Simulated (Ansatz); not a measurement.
BSiH$_{6}$Cl: several calculations on one system

Part 1: Relaxation

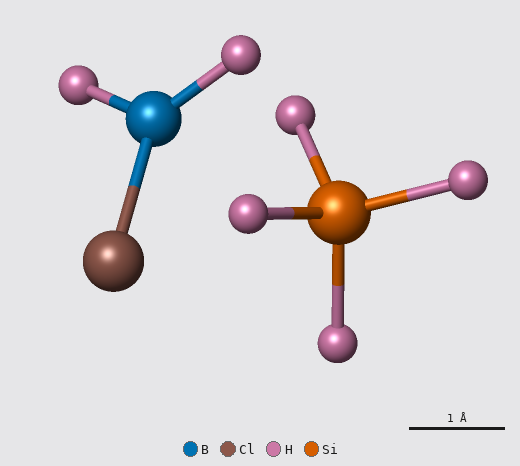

BSiH6Cl, before the relaxation. Style: ball-and-stick. Shown from a free direction.

The run prepares an end point of a later path (reaction) calculation, from a guessed geometry.

These are results of RKS BLYP-D4/cc-pVDZ in Ansatz, not measurements.

Input
```yaml
crystal:
  periodic: [false, false, false]
  atoms:
    - { symbol: B, position_ang: [-0.031323, 0.37163, 0.185891] }
    - { symbol: Cl, position_ang: [0.001525, 1.292072, 1.771585] }
    - { symbol: H, position_ang: [1.023124, 0.207016, -0.37546] }
    - { symbol: H, position_ang: [-1.110268, 0.184365, -0.317377] }
    - { symbol: Si, position_ang: [0.124126, -2.671602, 0.97635] }
    - { symbol: H, position_ang: [-0.691571, -3.131517, -0.194764] }
    - { symbol: H, position_ang: [1.572203, -3.011517, 0.783741] }
    - { symbol: H, position_ang: [-0.400055, -3.253262, 2.257345] }
    - { symbol: H, position_ang: [0.006439, -1.195485, 1.08439] }
basis:
  gaussian: { orbitals: cc-pVDZ }
hamiltonian:
  xc: blyp
  dispersion: d4
relax:
  f_tol: 0.03
  max_steps: 50
```

Launched with:
```bash
ansatz run input.yaml --threads 1 --pin off --max-ram 2048MiB --backend cpu --events-out ev --progress --plain --runs-dir out
```

Predict the outcome.

The energy falls by 0.091 eV in 31 accepted moves (34 points after the start). The largest force component goes from 0.7 to 0.014 eV/Å. The line search rejected the trial steps at points 2, 23, 33 of the run. The forces were under the threshold at step 19, but the run went on from there. The atom that moves furthest after the best rigid fit is Cl2 (0.72 Å). By element the largest moves are Cl 0.72 Å, H 0.62 Å, B 0.18 Å, Si 0.13 Å. Near-neighbour distances that change, for instance: B1–Cl2 1.834 → 1.772 Å, Si5–H9 1.485 → 1.508 Å. The run took 84 s on 1 thread of Arm Neoverse V2, on a shared host, peak memory 0.12 GiB.

Final geometry:

```xyz
9

B    -0.0602    0.5431    0.1265
Cl    0.5022    1.6415    1.3983
H     0.7738   -0.0552   -0.5076
H    -1.2442    0.4967   -0.0977
Si    0.1097   -2.7752    1.0470
H    -0.3226   -3.0779   -0.3590
H     1.6085   -2.7405    1.1301
H    -0.4350   -3.8131    1.9877
H    -0.4381   -1.4277    1.4463
```

After the run, drawn alike:

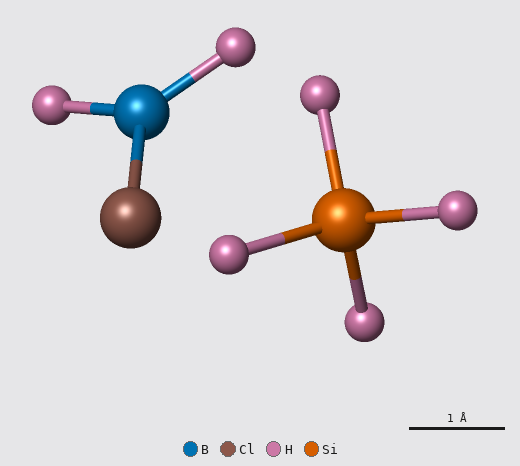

Part 2: Relaxation

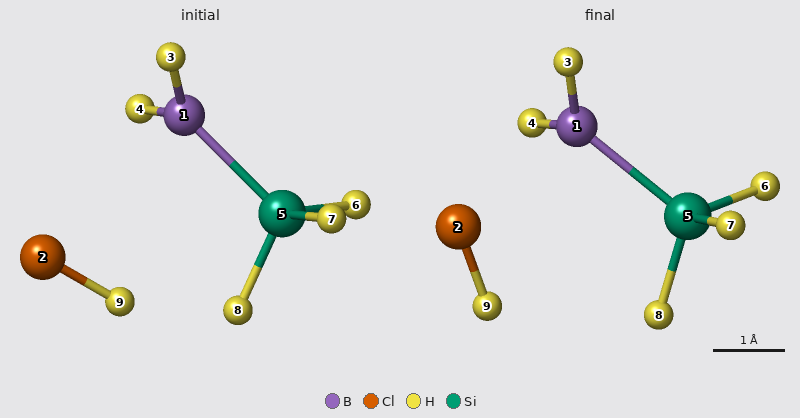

The structure of BSiH6Cl before (left) and after (right) a relaxation, at one scale.

Style: ball-and-stick. Shown at a tilt.

The run prepares an end point of a later path (reaction) calculation, from a guessed geometry.

Method: RKS BLYP-D4/cc-pVDZ in Ansatz. (no spin polarisation; force threshold 0.03 eV/Å; at most 50 steps)

### Describe what moved and what it gained.

The atom that moves furthest after the best rigid fit is Cl2 (0.49 Å). By element the largest moves are Cl 0.49 Å, H 0.47 Å, B 0.19 Å, Si 0.09 Å. Near-neighbour distances that change, for instance: B1–Cl2 3.054 → 2.497 Å, B1–Si5 1.977 → 2.030 Å, Cl2–H9 1.350 → 1.312 Å, Si5–H8 1.526 → 1.519 Å. Over 14 geometry steps the energy falls by 10.2 kJ/mol. The largest force component goes from 0.75 to 0.019 eV/Å.

Part 3: Path

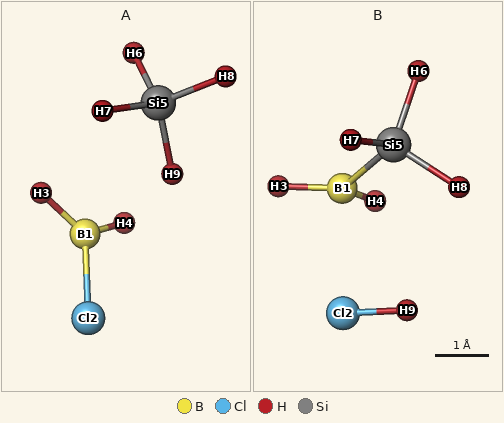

The two relaxed end points of a path for BSiH₆Cl, made up at the start of BH₂Cl and SiH$_{4}$. Style: ball-and-stick. Shown from a free direction.

All numbers below come from Ansatz, RKS BLYP-D4/cc-pVDZ.

Settings: 5 movable images; climbing image; force threshold 0.05 eV/Å; iteration limit 60.

Start:
```xyz
9

B    -0.0914    0.5436    0.1355
Cl    0.5009    1.6431    1.3929
H     0.7276   -0.0463   -0.5254
H    -1.2812    0.4883   -0.0525
Si    0.1328   -2.7757    1.0406
H    -0.3398   -3.0781   -0.3524
H     1.6332   -2.7292    1.0780
H    -0.3747   -3.8205    1.9944
H    -0.4132   -1.4337    1.4604
```

End:
```xyz
9

B    -0.0868   -0.4824   -0.1421
Cl    0.2820    0.6525    2.0510
H     0.7930    0.1441   -0.6922
H    -1.2262   -0.0847   -0.2582
Si    0.2238   -2.3897    0.4793
H    -0.2808   -3.3714   -0.5541
H     1.6629   -2.7361    0.7724
H    -0.5524   -2.6687    1.7546
H    -0.3213   -0.2719    2.7610
```

Q: Predict the minimum-energy path and its barrier.

A: The highest point, image 4, lies 1.32 eV above the start and 0.25 eV above the end; the end is at +1.07 eV relative to the start. Breaking: B1–Cl2 (1.77 → 2.38 at the top → 2.50 Å), Si5–H9 (1.51 → 2.11 at the top → 3.16 Å). Forming: B1–Si5 (3.45 → 2.09 at the top → 2.03 Å), Cl2–H9 (3.21 → 1.44 at the top → 1.31 Å). The band is converged.

Energies of the converged images:

```
image  path (Å)  E (eV)
    0      0.00   0.000
    1      0.88   0.005
    2      1.76   0.031
    3      2.65   0.339
    4      3.53   1.320
    5      4.41   1.174
    6      5.29   1.067
```

The geometry at the top of the path:

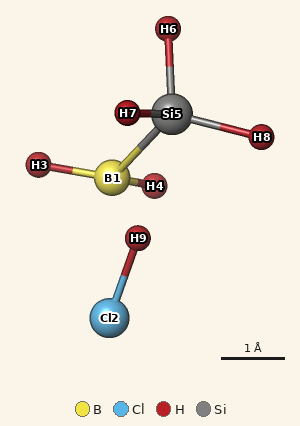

Limits of the set-up: the start holds two separate molecules, 2.4 Å apart at their closest, whose relative position is a soft coordinate.

Cost: 6.6 min on 1 thread of Arm Neoverse V2, on a shared host, peak memory 0.13 GiB.
